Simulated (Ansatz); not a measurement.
# AlFH3O+ (SMILES [OH2+][AlH][F]): one structure at several levels

Aim: energy, forces and dipole at a frame of a short trajectory, from CCSD(T) and from density functionals.

Program: Ansatz 0.2.0, Gaussian basis. Level of theory: single points in def2-TZVPP. These are calculated values, not measurements.

Cores are frozen in the correlated methods.

1 further run of the same task is left out (it didn't finish).

## (1) Where the work starts

SMILES `[OH2+][AlH][F]`, 6 atoms, charge 1, spin multiplicity 1.

Atoms are counted from 1 here; the program's logs count them from 0.

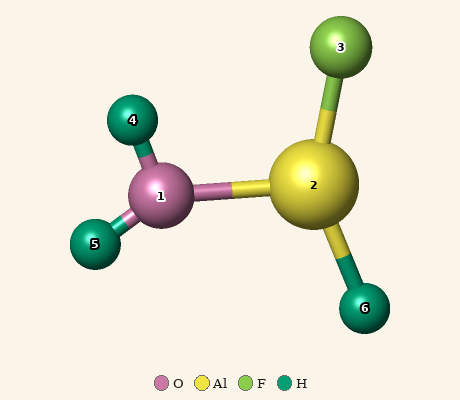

Start geometry, drawn with oxygen pink, aluminium yellow, fluorine green, hydrogen teal; atoms are numbered from 1 in the order of the file.

Coordinates:

| atom | x (Å) | y (Å) | z (Å) |
| --- | --- | --- | --- |
| O1 | -0.6095 | 0.1917 | -0.6292 |
| Al2 | 0.5648 | -0.0215 | 0.7266 |
| F3 | 1.0509 | -1.6231 | 0.5913 |
| H4 | -0.6982 | -0.6652 | -1.0779 |
| H5 | -1.2047 | 0.7937 | -1.0980 |
| H6 | 0.7398 | 1.3864 | 1.4934 |

## (2) PBE-D4/def2-TZVPP

run/in.yaml

```yaml
crystal:
  periodic: [false, false, false]
  atoms:
    - {symbol: O, position_ang: [-0.609510, 0.191709, -0.629174]}
    - {symbol: Al, position_ang: [0.564801, -0.021501, 0.726555]}
    - {symbol: F, position_ang: [1.050923, -1.623061, 0.591316]}
    - {symbol: H, position_ang: [-0.698155, -0.665194, -1.077895]}
    - {symbol: H, position_ang: [-1.204689, 0.793731, -1.098000]}
    - {symbol: H, position_ang: [0.739827, 1.386441, 1.493391]}
basis:
  gaussian: {orbitals: def2-TZVPP}
total_charge: 1
hamiltonian: {xc: pbe, dispersion: d4}
output: {forces: true}
```

Started as:

```bash
ansatz run in.yaml --threads 2 --pin off --events-out ev --progress --plain --max-ram 3481MiB
```

## (3) r2SCAN-D4/def2-TZVPP

Edit run/in.yaml of step 2 so:

```diff
@@ -12,3 +12,3 @@
 total_charge: 1
-hamiltonian: {xc: pbe, dispersion: d4}
+hamiltonian: {xc: r2scan, dispersion: d4}
 output: {forces: true}
```

## (4) PBE0-D4/def2-TZVPP

Edit run/in.yaml of step 3 so:

```diff
@@ -12,3 +12,3 @@
 total_charge: 1
-hamiltonian: {xc: r2scan, dispersion: d4}
-output: {forces: true}
+hamiltonian: {xc: pbe0, dispersion: d4}
+output: {forces: true, orbitals: {seedname: orbitals}}
```

## (5) wB97M-V/def2-TZVPP

Edit run/in.yaml of step 4 so:

```diff
@@ -12,3 +12,3 @@
 total_charge: 1
-hamiltonian: {xc: pbe0, dispersion: d4}
-output: {forces: true, orbitals: {seedname: orbitals}}
+hamiltonian: {xc: {name: wB97M-V}}
+output: {forces: true}
```

## (6) CCSD(T)/def2-TZVPP

Edit run/in.yaml of step 5 so:

```diff
@@ -12,3 +12,3 @@
 total_charge: 1
-hamiltonian: {xc: {name: wB97M-V}}
+correlation: {method: ccsd_t}
 output: {forces: true}
```

(Steps that only read results are left out.)

Before running it: what results should come out? Wanted: energy less free atoms, CCSD(T)/def2-TZVPP; RMS force component; RMS force error; HOMO and LUMO, PBE0-D4; T1 diagnostic.

The runs gave:

```
                                  quantity                                                             value
energy less free atoms, CCSD(T)/def2-TZVPP                                                   -297.0 kcal/mol
                       RMS force component                              0.629 to 0.732 eV/Å over the methods
                           RMS force error  PBE-D4 0.239, r2SCAN-D4 0.059, PBE0-D4 0.042, wB97M-V 0.063 eV/Å
                    HOMO and LUMO, PBE0-D4                                               -15.55 and -6.57 eV
                             T1 diagnostic                                                             0.012
```

In words: Against CCSD(T) the functionals' energies less atoms differ by -9.9 to +2.8 kcal/mol, PBE-D4 by -8.7 kcal/mol. CCSD(T) in triple zeta still lacks some correlation energy of the bonds, so part of these gaps is its own basis error and they don't rank the functionals. On forces the order runs from PBE0-D4 to PBE-D4. Frozen-core CCSD(T) forces in triple zeta carry basis errors of their own, and this is one geometry, so small gaps rank nothing.
